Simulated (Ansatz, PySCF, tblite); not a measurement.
Breaking a bond: NBe (cation, charge +1), lowest singlet found (which spin is the ground state isn't settled by this scan).

Computed with: GFN2-xTB, 300 K electronic temperature (tblite); RKS-PBE = restricted PBE/aug-cc-pVDZ run with Ansatz (a program for electronic structure); RKS-B3LYP/6-31G* = restricted B3LYP/6-31G*, spherical d in PySCF 2.14.0; RMP2 = Ansatz with MP2 on RHF/aug-cc-pVDZ, frozen core; RKS-PBE0 = restricted PBE0/aug-cc-pVDZ run with Ansatz.

Energies are in eV, each relative to the lowest point of its own curve between 1.31 and 1.89 Å, where full CI is lowest.

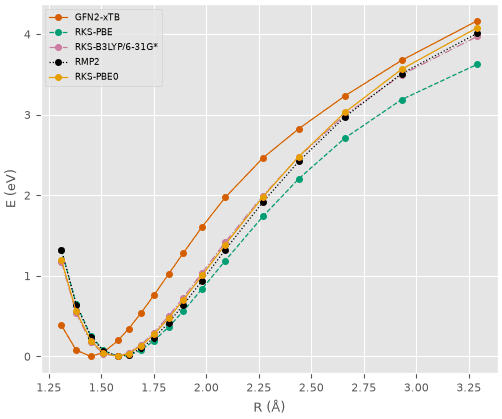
Figure: Energy against bond length for each method.

| R / Å | GFN2-xTB | RKS-PBE | RKS-B3LYP/6-31G* | RMP2 | RKS-PBE0 |
|---|---|---|---|---|---|
| 1.31 | 0.386 | 1.325 | 1.174 | 1.325 | 1.200 |
| 1.38 | 0.080 | 0.655 | 0.536 | 0.644 | 0.560 |
| 1.45 | 0.000 | 0.258 | 0.178 | 0.245 | 0.195 |
| 1.51 | 0.051 | 0.077 | 0.033 | 0.068 | 0.043 |
| 1.58 | 0.199 | 0.000 | 0.000 | 0.000 | 0.000 |
| 1.63 | 0.343 | 0.012 | 0.043 | 0.021 | 0.036 |
| 1.69 | 0.543 | 0.081 | 0.148 | 0.102 | 0.133 |
| 1.75 | 0.759 | 0.194 | 0.295 | 0.229 | 0.273 |
| 1.82 | 1.021 | 0.364 | 0.501 | 0.419 | 0.473 |
| 1.89 | 1.283 | 0.562 | 0.730 | 0.638 | 0.698 |
| 1.98 | 1.608 | 0.839 | 1.039 | 0.942 | 1.006 |
| 2.09 | 1.974 | 1.188 | 1.418 | 1.323 | 1.388 |
| 2.27 | 2.465 | 1.740 | 1.997 | 1.919 | 1.981 |
| 2.44 | 2.826 | 2.205 | 2.477 | 2.421 | 2.481 |
| 2.66 | 3.234 | 2.711 | 2.996 | 2.974 | 3.030 |
| 2.93 | 3.676 | 3.189 | 3.496 | 3.511 | 3.565 |
| 3.29 | 4.166 | 3.626 | 3.972 | 4.011 | 4.081 |

At the longest distance, 3.29 Å, GFN2-xTB lies highest above its minimum (4.166 eV) and RKS-PBE lowest (3.626 eV).

The scan ran from 1.21 to 5.70 Å; beyond the distances shown full CI changes its symmetry label. The restricted form behind RKS-PBE, RKS-B3LYP/6-31G*, RMP2, RKS-PBE0 keeps the bonding electrons paired and can't separate into open-shell fragments. The T1 diagnostic of CCSD on the restricted reference of RMP2 exceeds 0.045 at 2.66 to 3.29 Å.
